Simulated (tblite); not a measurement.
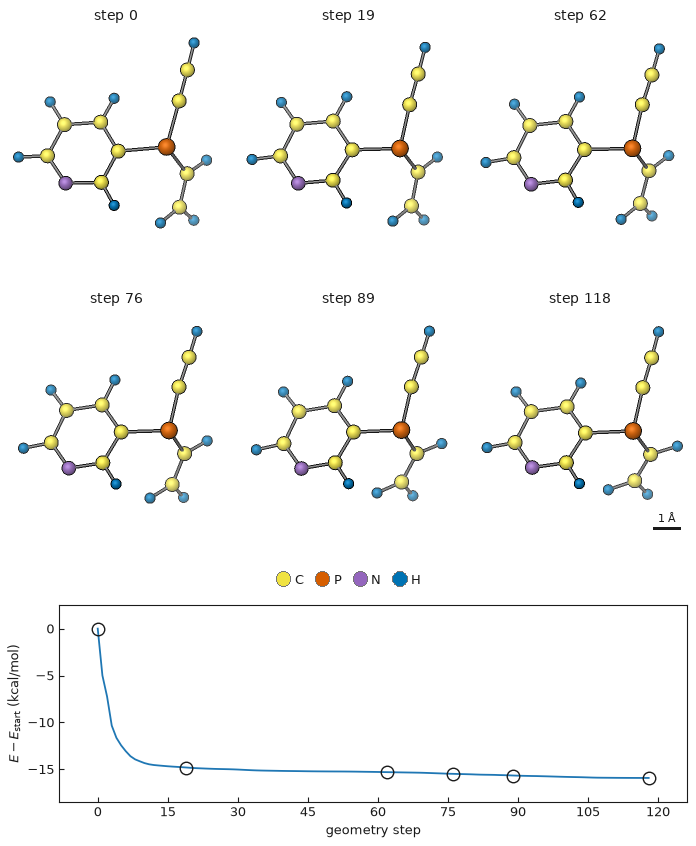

Frames of a relaxation of C9H8NP, marked on the history of the run. The picture is a ball-and-stick view, seen face on.

All numbers below come from tblite, GFN2-xTB geometry optimisation, gas phase. 

Question: Describe the path.

Answer: Over 118 geometry steps the energy falls by 15.9 kcal/mol. The largest move after the best rigid fit is that of an H atom, 1.02 Å. Largest moves by element: H 1.02 Å, C 0.54 Å, P 0.34 Å, N 0.19 Å. Near-neighbour distances that change, for instance: C–P 1.814 → 1.768 Å, C–N 1.359 → 1.319 Å, C–H 1.104 → 1.084 Å, C–C 1.222 → 1.203 Å. Among the angles between lasting bonds that change: C–P–C 108.0° → 96.1°, C–P–C 108.8° → 99.6°, P–C–C 116.5° → 124.4°. Groups turn about C–P by about 30°. From step 0 to 19: a C atom moves most (0.18 Å), energy −14.8 kcal/mol. From step 19 to 62: an H atom moves most (0.24 Å), energy −0.49 kcal/mol. From step 62 to 76: an H atom moves most (0.34 Å), energy −0.18 kcal/mol. From step 76 to 89: an H atom moves most (0.29 Å), energy −0.18 kcal/mol. From step 89 to 118: H atoms move most (0.25 Å), energy −0.26 kcal/mol.

```
step  E − E(0), kcal/mol
   0                0.00
   1               -4.99
   2               -7.25
   3              -10.34
   4              -11.65
   5              -12.44
   6              -13.07
   7              -13.61
   8              -13.95
   9              -14.15
  10              -14.34
  16              -14.72
  21              -14.88
  27              -14.99
  33              -15.11
  38              -15.17
  44              -15.21
  50              -15.24
  55              -15.26
  61              -15.30
  67              -15.35
  73              -15.44
  78              -15.52
  84              -15.59
  90              -15.69
  95              -15.74
 101              -15.82
 107              -15.90
 112              -15.92
 118              -15.93
```
